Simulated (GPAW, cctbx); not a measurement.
# PtPb3S: deformation density and structure factors from DFT

Question: by how much does bonding change the X-ray structure factors of PtPb3S, how firmly does DFT give the change, and what does a routine refinement make of it?

The start was made by putting kin elements into a known structure type; the compound need not exist, or be stable, in this form. All numbers below are calculated.

## Step 1: Find the equilibrium geometry

The density hangs on the geometry, so cell and atoms are relaxed first, with the symmetry held. The cutoff is set higher than for the density because stress converges slowly with plane waves.

Settings: GPAW 26.7.0, PBE, 570 eV, 4×4×4 k-points, Fermi–Dirac width 0.1 eV, BFGS to 0.03 eV/Å.

```text
cell
1.0
     4.728000000    0.000000000    0.000000000
     0.000000000    4.728000000    0.000000000
     0.000000000    0.000000000    4.728000000
Pb Pt S
3 1 1
Direct
0.500000000 0.500000000 0.000000000
0.500000000 0.000000000 0.500000000
0.000000000 0.500000000 0.500000000
0.000000000 0.000000000 0.000000000
0.500000000 0.500000000 0.500000000
```

```console
$ OMP_NUM_THREADS=1 mpirun -n 4 gpaw python run.py > gpaw.log
```

```text
BFGS:    0      -15.532893        3.998644
BFGS:    1      -16.179736        3.547048
BFGS:    2      -17.553670        2.591067
BFGS:    3      -18.535425        1.764396
BFGS:    4      -19.147963        0.947693
BFGS:    5      -19.398028        0.167334
BFGS:    6      -19.407338        0.014490
cell  5.4269 5.4269 5.4269  90.00 90.00 90.00
volume 159.825 A^3, largest force 0.000 eV/A, largest stress 0.07 GPa
```

The cell moved far, while the k-mesh and basis were chosen for the start, so the final shape may be somewhat biased.

After 6 steps the volume has changed by +51.2 % and the energy by -3.874 eV; the largest stress left is 0.07 GPa. It took 75 s on 4 cores of Intel(R) Xeon(R) Platinum 8375C CPU @ 2.90GHz (Ice Lake) (shared host), peak memory 1 GiB.

Relaxed structure: Pm-3m (no. 221), a = 5.4269 Å, b = 5.4269 Å, c = 5.4269 Å, α = 90.00°, β = 90.00°, γ = 90.00°.

| atom | mult. | x | y | z |
| --- | --- | --- | --- | --- |
| Pb1 | 3 | 1/2 | 1/2 | 0 |
| Pt1 | 1 | 0 | 0 | 0 |
| S1 | 1 | 1/2 | 1/2 | 1/2 |

## Step 2: Density and charge transfer

X-rays see the whole electron density, so the PAW density is rebuilt with its core regions. Subtracting spherical free atoms from the same code cancels the cores and leaves the deformation density Δρ, the part due to bonding.

Settings: PBE, 450 eV, 5×5×5 k-points, Fermi–Dirac width 0.1 eV; primitive cell of 5 atoms.

```console
$ OMP_NUM_THREADS=1 mpirun -n 4 gpaw python run.py > gpaw.log
```

```text
|iter:   1|       0s |  -20.128079 | -0.04 |       |
|iter:   2|       1s |  -19.976813 | -1.43 | -1.33 |
|iter:   3|       2s |  -19.519299 | -1.95 | -1.41 |
...
|iter:   8|       5s |  -19.435123c| -5.67 | -3.65 |
|iter:   9|       6s |  -19.435123c| -6.78 | -4.26c|
|iter:  10|       7s |  -19.435121c| -7.51c| -4.83c|
```

```text
grid (54, 54, 54)  electrons 340.000  moved by bonding 0.907 e
deformation density beyond 0.5 A of the nuclei: max 0.060, min -0.096 e/A^3
atom        x       y       z   Voronoi charge  moment
Pb1    0.5000  0.5000  0.0000      0.227       0.00
Pb2    0.5000  0.0000  0.5000      0.227       0.00
Pb3    0.0000  0.5000  0.5000      0.227       0.00
Pt4    0.0000  0.0000  0.0000     -0.365       0.00
S 5    0.5000  0.5000  0.5000     -0.315       0.00
mean inner potential of superposed free atoms 16.618 V
total magnetic moment 0.000 muB
```

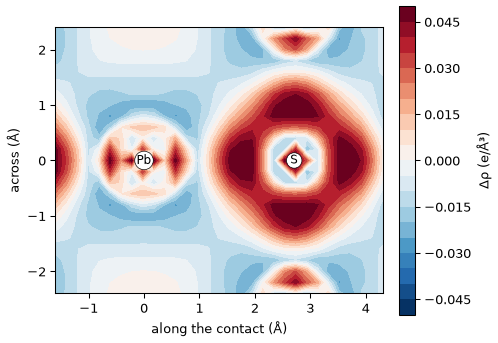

Deformation density in a plane through the shortest contact of the Pb atom at the origin; red gains electrons, blue loses them.

Pt gains most (-0.36 e) and Pb loses most (+0.23 e), which isn't the order of electronegativity: valence and coordination count too, and Voronoi cells cut space at the midplane whatever the atoms' sizes. Such charges fall far short of formal ones, since overlapping free atoms already put density on their neighbours. Along the shortest contact from the Pb atom at the map's origin, Pb–S at 2.71 Å, Δρ is +0.03 e/Å³ at the midpoint and highest, +0.06, 1.79 Å from Pb (points within 0.5 Å of a nucleus left out): little piles up between the atoms. Point values carry grid noise of about 0.01 e/Å³. The run needed 10 iterations, 12 s.

## Step 3: Structure factors

The Fourier components of Δρ, added to those of the free atoms, give the static X-ray structure factors; the Mott–Bethe relation turns them into the Fourier components V of the potential that fast electrons feel.

```text
static structure factors of the conventional cell: F in electrons, V (Mott-Bethe) in volts
   h  k  l      d  |F| table  |F| free   |F| DFT   change   |V| free  |V| DFT  change %
   0  1  0  5.4269    17.949    17.927    17.873   -0.055     1.750    1.797      2.6
   0  1  1  3.8374     9.864     9.871    10.205    0.333     0.899    0.758    -15.7
   1  1  1  3.1332   275.849   275.644   275.321   -0.323     9.109    9.200      1.0
   0  2  0  2.7134   291.569   291.442   291.502    0.060    10.253   10.240     -0.1
   0  2  1  2.4270    14.199    14.231    14.422    0.192     0.975    0.942     -3.3
   1  2  1  2.2155     7.235     7.234     7.095   -0.139     0.671    0.690      2.9
   0  2  2  1.9187   265.329   265.249   265.259    0.010     7.892    7.891     -0.0
   1  2  2  1.8090    12.572    12.643    12.616   -0.027     0.690    0.693      0.4
   0  3  0  1.8090    12.572    12.643    12.714    0.070     0.690    0.684     -1.0
   0  3  1  1.7161     6.056     6.011     5.927   -0.083     0.506    0.513      1.4
   1  3  1  1.6363   233.145   233.029   233.152    0.123     5.756    5.747     -0.2
   2  2  2  1.5666   246.934   246.839   246.817   -0.021     6.557    6.558      0.0
   0  3  2  1.5052    11.629    11.695    11.695   -0.000     0.540    0.540      0.0
   1  3  2  1.4504     5.420     5.374     5.288   -0.086     0.400    0.405      1.3
```

The largest X-ray change is +0.33 e on 011, 3.4 % of |F|. For electrons V goes as (Z − F)/g², so a change of F counts against Z − F, which is small at low angle and wherever the atoms' terms cancel: |V| of 011 moves by -15.7 % (0.90 to 0.76 V) against +3.4 % in |F|. The last three rows change by 0.09 e or less, against 0.33 e at the top: the effect is concentrated at low angle. The tabulated Hartree–Fock atoms differ from the free DFT atoms by up to 0.20 e, so the choice of reference atom matters too.

## Step 4: Convergence

Cutoff and k-mesh: one is changed at a time, to find what the result needs.

```csv
run,ΔF 011 (e),ΔF 111 (e),ΔF 021 (e),q(Pt) (e),moved (e),time
450 eV 5×5×5,+0.333,-0.323,+0.192,-0.365,0.907,12 s
250 eV 5×5×5,+0.326,-0.349,+0.203,-0.369,1.034,8.4 s
350 eV 5×5×5,+0.333,-0.329,+0.192,-0.364,0.893,11 s
750 eV 5×5×5,+0.333,-0.323,+0.192,-0.364,0.923,20 s
450 eV 2×2×2,+0.406,-0.367,+0.288,-0.424,1.093,8.7 s
450 eV 3×3×3,+0.319,-0.305,+0.188,-0.354,0.884,9 s
```

Within 0.01 e of the base on all three: 350 eV 5×5×5 and 750 eV 5×5×5. The largest error, 0.096 e, comes with 450 eV 2×2×2. The moved charge is off by up to 21 % among these runs. Times are from shared hosts.

## Step 5: What a spherical-atom refinement makes of it

Routine crystallography fits spherical atoms. To see the bias, intensities are simulated from tabulated atoms plus the DFT change ΔF, so that bonding alone can misfit (10442 reflections of the full sphere, merged to the counts below, to 0.4 Å, 0.5 % proportional noise plus counting noise, assumed isotropic U as listed, Δρ smeared by the mean U) and refined with cctbx over different ranges.

```
                    range  data      R1  GooF  U Pb1 (true 0.0032)  U Pt1 (true 0.0033)  U S1 (true 0.0058)  largest shift (Å)  Δρ max, min (e/Å³)
                 all data   314  0.0022  0.93               0.0032               0.0033              0.0058             0.0000         0.35, -0.50
 low resolution, d > 0.84    48  0.0018  1.00               0.0031               0.0032              0.0058             0.0000         0.13, -0.13
     high order, d < 0.75   251  0.0025  0.93               0.0032               0.0033              0.0058             0.0000         0.33, -0.48
occupancies free, d > 0.7    74  0.0018  0.99               0.0032               0.0032              0.0058             0.0000         0.14, -0.16
```

With all data GooF is 0.93, so at this noise the bonding hardly shows; the top residual peak, near noise level, lies 1.26 Å from Pt and 2.58 Å from Pb. No U is off by more than 3 s.u. at low resolution. Symmetry fixes every coordinate, so the shifts are zero by construction. With Pb1 held at 1 and the scale free, the other occupancies refine to Pt1 0.998(0.001) and S1 1.001(0.005), within three s.u. of full.

## Step 6: Answer

Bonding moves 0.91 e in the primitive cell of PtPb3S and changes the structure factors of the conventional cell in the table above by at most 0.33 e (011, 3.4 %). The shortest bond, Pb–S, has Δρ = +0.03 e/Å³ at its midpoint. Within 0.01 e of the base on all three: 350 eV 5×5×5 and 750 eV 5×5×5. The largest error, 0.096 e, comes with 450 eV 2×2×2. The moved charge is off by up to 21 % among these runs. With all data GooF is 0.93, so at this noise the bonding hardly shows. Limits: static density, frozen cores, no spin–orbit coupling.

[Outputs are excerpts: Python notices, other lines and further rows are left out; steps that failed or that the build refused (PBEsol, TPSS) are not shown.]

[Logs are printed without paths, hosts, clocks, repeated set-up lines and the standing remarks that a program may print on its own settings, such as how far it seeks lower states.]
